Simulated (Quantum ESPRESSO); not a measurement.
**Ca2Si (Fm-3m): how pressure shifts the optical phonon**

Wanted: a fit of frequency against volume for Ca2Si (Fm-3m), tested on a run that is left out of it.

Calculated with Quantum ESPRESSO 7.5; DFT LDA, scalar-relativistic, plane waves, JTH PAW pseudopotentials.

### Step 1. Set-up

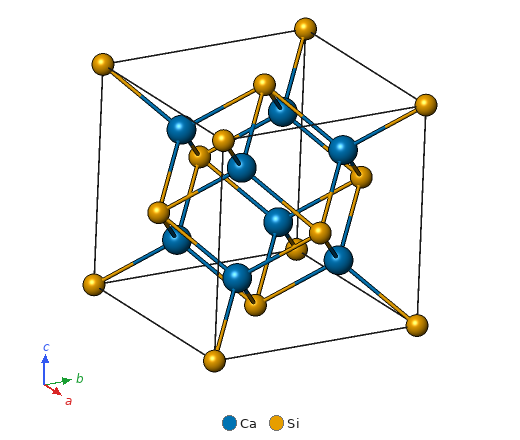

The starting structure, seen slightly off an axis (calcium blue, silicon orange). This picture shows the conventional cell, with its axes. Some periodic images of atoms are drawn too.

Structure file:

```
Ca Si
1.0
    -3.50067    0.00000    3.50067
     0.00000    3.50067    3.50067
    -3.50067    3.50067    0.00000
Ca Si
2 1
Direct
  0.25000 0.25000 0.25000
  0.75000 0.75000 0.75000
  0.00000 0.00000 0.00000
```

This is the cell after its relaxation at this level of theory, not the database cell from which that began.

### Step 2. Runs at several volumes

The relaxed cell is scaled uniformly; in this structure symmetry fixes all atoms, so nothing has to be relaxed anew. Each volume gets a ground state and a response at Γ. The mode followed is the highest one without the macroscopic field, of symmetry T1u; longitudinal polar modes lie higher. Cutoff 50 Ry, k mesh 8×8×8.

From the response at V/V₀ = 0.94:

The log of the run:

```text
[banners, grids, parts of the stress and lines that vanish by symmetry left out]
Program PHONON v.7.5
     Reading xml data from directory:

[...]
Exchange-correlation= PW
                           (   1   4   0   0   0   0   0)
[...]
kinetic-energy cut-off    =      50.0000  Ry
     charge density cut-off    =     400.0000  Ry
     convergence threshold     =      1.0E-18
[...]
Exchange-correlation= PW
                           (   1   4   0   0   0   0   0)
[...]
q = (   0.0000000   0.0000000   0.0000000 )
     49 Sym.Ops. (with q -> -q+G )
     G cutoff =  850.9731  (  73601 G-vectors)     FFT grid: ( 60, 60, 60)
     G cutoff =  425.4865  (  25893 G-vectors)  smooth grid: ( 45, 45, 45)
     number of k points=    29
[...]
Mode symmetry, O_h (m-3m)  point group:
[...]
Dielectric constant
[...]
End of electric fields calculation
          Dielectric constant in cartesian axis
          (      19.428185645      -0.000000000      -0.000000000 )
          (      -0.000000000      19.428185645       0.000000000 )
          (       0.000000000       0.000000000      19.428185645 )
          Effective charges (d Force / dE) in cartesian axis without acoustic sum rule applied (asr)
           atom    1  Ca    Mean Z*:        2.09813
      Ex  (        2.09813       -0.00000       -0.00000 )
      Ey  (       -0.00000        2.09813       -0.00000 )
      Ez  (       -0.00000        0.00000        2.09813 )
           atom    2  Ca    Mean Z*:        2.09813
      Ex  (        2.09813        0.00000       -0.00000 )
      Ey  (       -0.00000        2.09813       -0.00000 )
      Ez  (        0.00000       -0.00000        2.09813 )
           atom    3  Si    Mean Z*:       -4.22584
      Ex  (       -4.22584       -0.00000       -0.00000 )
      Ey  (       -0.00000       -4.22584        0.00000 )
      Ez  (       -0.00000        0.00000       -4.22584 )
          Effective charges Sum: Mean:       -0.02958
[...]
Effective charges (d Force / dE) in cartesian axis with asr applied:
           atom    1  Ca    Mean Z*:        2.10799
[...]
atom    2  Ca    Mean Z*:        2.10799
[...]
atom    3  Si    Mean Z*:       -4.21598
[...]
Representation #   1 modes #   1   2   3
[...]
End of self-consistent calculation
     Convergence has been achieved
     Representation #   2 modes #   4   5   6
[...]
End of self-consistent calculation
     Convergence has been achieved
     Representation #   3 modes #   7   8   9
[...]
End of self-consistent calculation
     Convergence has been achieved
[...]
Dielectric constant in cartesian axis
          (      19.428185645      -0.000000000      -0.000000000 )
          (      -0.000000000      19.428185645       0.000000000 )
          (       0.000000000       0.000000000      19.428185645 )
          Effective charges (d Force / dE) in cartesian axis without acoustic sum rule applied (asr)
           atom    1  Ca    Mean Z*:        2.09813
      Ex  (        2.09813       -0.00000       -0.00000 )
      Ey  (       -0.00000        2.09813       -0.00000 )
      Ez  (       -0.00000        0.00000        2.09813 )
           atom    2  Ca    Mean Z*:        2.09813
      Ex  (        2.09813        0.00000       -0.00000 )
      Ey  (       -0.00000        2.09813       -0.00000 )
      Ez  (        0.00000       -0.00000        2.09813 )
           atom    3  Si    Mean Z*:       -4.22584
      Ex  (       -4.22584       -0.00000       -0.00000 )
      Ey  (       -0.00000       -4.22584        0.00000 )
      Ez  (       -0.00000        0.00000       -4.22584 )
          Effective charges Sum: Mean:       -0.02958
[...]
Effective charges (d Force / dE) in cartesian axis with asr applied:
           atom    1  Ca    Mean Z*:        2.10799
[...]
atom    2  Ca    Mean Z*:        2.10799
[...]
atom    3  Si    Mean Z*:       -4.21598
[...]
q = (    0.000000000   0.000000000   0.000000000 )
[...]
freq (    1) =       0.098629 [THz] =       3.289895 [cm-1]
     freq (    2) =       0.098629 [THz] =       3.289895 [cm-1]
     freq (    3) =       0.098629 [THz] =       3.289895 [cm-1]
     freq (    4) =       6.254810 [THz] =     208.637993 [cm-1]
     freq (    5) =       6.254810 [THz] =     208.637993 [cm-1]
     freq (    6) =       6.254810 [THz] =     208.637993 [cm-1]
     freq (    7) =       7.537388 [THz] =     251.420212 [cm-1]
     freq (    8) =       7.537388 [THz] =     251.420212 [cm-1]
     freq (    9) =       7.537388 [THz] =     251.420212 [cm-1]
[...]
Mode symmetry, O_h (m-3m)  point group:
     freq (   1-   3) =          3.3  [cm-1]   --> T_1u G_15  G_4- I
     freq (   4-   6) =        208.6  [cm-1]   --> T_2g G_25' G_5+ R
     freq (   7-   9) =        251.4  [cm-1]   --> T_1u G_15  G_4- I

   JOB DONE.
```

One volume, V/V₀ = 0.97, is held back as a test.

```
V/V₀  volume (Å³/atom)  pressure (GPa)   ω (cm⁻¹)
0.94            26.884            2.92     251.42
0.97            27.742            1.35  held back
   1            28.600           -0.01     228.60
1.03            29.458           -1.18     217.69
1.06            30.316           -2.20     207.12
```

### Step 3. The fit

The mode Grüneisen parameter is γ = −d ln ω / d ln V.

```
ln(V/V₀)    ln ω
 -0.0619  5.5271
  0.0000  5.4320
  0.0296  5.3831
  0.0583  5.3333
```

A straight line through these points has the slope -1.607, so γ = 1.61; at V/V₀ = 0.97 it predicts ω = exp(5.4293 + 0.0489) = 239.43 cm⁻¹.

A parabola of pressure against ln V through V/V₀ = 0.97, 1 and 1.03 gives the bulk modulus B = −dP/d ln V = 42 GPa at V₀. With ω₀ from the fitted line the pressure coefficient follows as dω/dP = γ ω₀ / B = 1.61 × 228.0 / 42 = 8.71 cm⁻¹/GPa.

### Step 4. The run that was held back

The log of the run:

```text
[banners, grids, parts of the stress and lines that vanish by symmetry left out]
[banner, memory and clock lines left out]
Program PHONON v.7.5

[...]
Exchange-correlation= PW
                           (   1   4   0   0   0   0   0)
[...]
kinetic-energy cut-off    =      50.0000  Ry
     charge density cut-off    =     400.0000  Ry
     convergence threshold     =      1.0E-18
[...]
Exchange-correlation= PW
                           (   1   4   0   0   0   0   0)
[...]
q = (   0.0000000   0.0000000   0.0000000 )
     49 Sym.Ops. (with q -> -q+G )
     G cutoff =  868.9839  (  75745 G-vectors)     FFT grid: ( 60, 60, 60)
     G cutoff =  434.4920  (  26813 G-vectors)  smooth grid: ( 45, 45, 45)
     number of k points=    29
[...]
Mode symmetry, O_h (m-3m)  point group:
[...]
Dielectric constant
[...]
End of electric fields calculation
          Dielectric constant in cartesian axis
          (      16.753455628       0.000000000       0.000000000 )
          (       0.000000000      16.753455628      -0.000000000 )
          (       0.000000000      -0.000000000      16.753455628 )
          Effective charges (d Force / dE) in cartesian axis without acoustic sum rule applied (asr)
           atom    1  Ca    Mean Z*:        2.02053
      Ex  (        2.02053       -0.00000       -0.00000 )
      Ey  (       -0.00000        2.02053       -0.00000 )
      Ez  (       -0.00000       -0.00000        2.02053 )
           atom    2  Ca    Mean Z*:        2.02053
      Ex  (        2.02053        0.00000        0.00000 )
[...]
(       0.000000000      -0.000000000      16.753455628 )
          Effective charges (d Force / dE) in cartesian axis without acoustic sum rule applied (asr)
           atom    1  Ca    Mean Z*:        2.02053
      Ex  (        2.02053       -0.00000       -0.00000 )
      Ey  (       -0.00000        2.02053       -0.00000 )
      Ez  (       -0.00000       -0.00000        2.02053 )
           atom    2  Ca    Mean Z*:        2.02053
      Ex  (        2.02053        0.00000        0.00000 )
      Ey  (       -0.00000        2.02053        0.00000 )
      Ez  (        0.00000        0.00000        2.02053 )
           atom    3  Si    Mean Z*:       -4.06669
      Ex  (       -4.06669       -0.00000       -0.00000 )
      Ey  (       -0.00000       -4.06669        0.00000 )
      Ez  (       -0.00000        0.00000       -4.06669 )
          Effective charges Sum: Mean:       -0.02563
[...]
Effective charges (d Force / dE) in cartesian axis with asr applied:
           atom    1  Ca    Mean Z*:        2.02907
[...]
atom    2  Ca    Mean Z*:        2.02907
[...]
atom    3  Si    Mean Z*:       -4.05814
[...]
q = (    0.000000000   0.000000000   0.000000000 )
[...]
freq (    1) =       0.088039 [THz] =       2.936662 [cm-1]
     freq (    2) =       0.088039 [THz] =       2.936662 [cm-1]
     freq (    3) =       0.088039 [THz] =       2.936662 [cm-1]
     freq (    4) =       6.054057 [THz] =     201.941611 [cm-1]
     freq (    5) =       6.054057 [THz] =     201.941611 [cm-1]
     freq (    6) =       6.054057 [THz] =     201.941611 [cm-1]
     freq (    7) =       7.190542 [THz] =     239.850657 [cm-1]
     freq (    8) =       7.190542 [THz] =     239.850657 [cm-1]
     freq (    9) =       7.190542 [THz] =     239.850657 [cm-1]
[...]
Mode symmetry, O_h (m-3m)  point group:
     freq (   1-   3) =          2.9  [cm-1]   --> T_1u G_15  G_4- I
     freq (   4-   6) =        201.9  [cm-1]   --> T_2g G_25' G_5+ R
     freq (   7-   9) =        239.9  [cm-1]   --> T_1u G_15  G_4- I
```

It gives 239.85 cm⁻¹ against the predicted 239.43 cm⁻¹, a miss of 0.4 cm⁻¹.

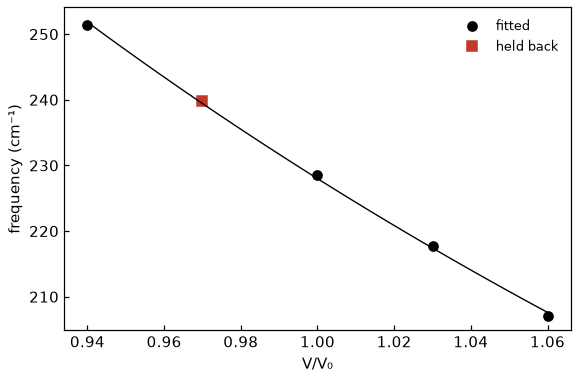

Frequency against volume, with the power-law fit.

### Step 5. Summary of results

```
mode Grüneisen parameter : 1.607
bulk modulus             : 42.1 GPa
pressure coefficient     : 8.71 cm⁻¹/GPa
```

What this shows: The highest optical mode of Ca2Si (Fm-3m) without the LO-TO term stiffens by 8.71 cm⁻¹ a GPa near the relaxed volume, with γ = 1.61. The power law meets all 5 runs within 0.27 %; between neighbouring volumes γ runs from 1.50 to 1.73. Such a coefficient turns a measured shift of this mode into a hydrostatic stress; uniaxial or biaxial stress splits the mode and needs deformation potentials. These are harmonic values at zero temperature for the structure held cubic, which a run at Γ can't show to be stable; the bulk modulus rests on three points.

[Host names and launcher messages were left out of these logs when they were recorded.]

[Logs are printed without paths, hosts, clocks, repeated set-up lines and the standing remarks that a program may print on its own settings, such as how far it seeks lower states.]

[Hosts, paths, dates, database ids (printed as entryN), source tags and the programs' standing remarks are cut or masked in the printed files.]
